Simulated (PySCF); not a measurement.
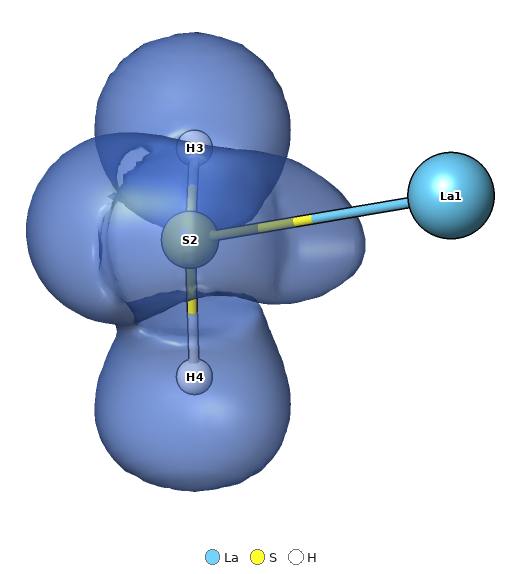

Figure. H$_{2}$LaS (charge +3). Isosurface of the ELF at 0.8 (blue), seen at an oblique angle. Only the valence region is drawn (cores and ρ < 0.01 e/Å³ removed).

Core potentials replace the inner electrons of La.

Computed with PySCF 2.14.0, RKS BP86, La lcecp-1-SVP with ECP46, S def2-SVP, H def2-SVP; non-relativistic Hamiltonian with scalar-relativistic core potentials where named; density fitting.

```yaml
atoms:
  - { symbol: La, position_ang: [0.0000, -0.0010, -0.5597] }
  - { symbol: S, position_ang: [0.0000, -0.0103, 2.3786] }
  - { symbol: H, position_ang: [1.0482, 0.7382, 2.9039] }
  - { symbol: H, position_ang: [-1.0482, 0.7382, 2.9039] }
```

Where are the electrons localised?

Answer. The surface consists of one joined region spread over several atoms (H, S), in which their bonds and any lone pairs are merged. Profiles from the grid: La–S (2.94 Å): the ELF peaks at about 0.95 in the valence shell of S, 1.0 Å from its nucleus, and is about 0.40 at the midpoint: a closed-shell, largely ionic contact. S–H (1.39 Å): the ELF climbs to about 1 towards the hydrogen, as it does in any bond to H (a covalent bond by its length).
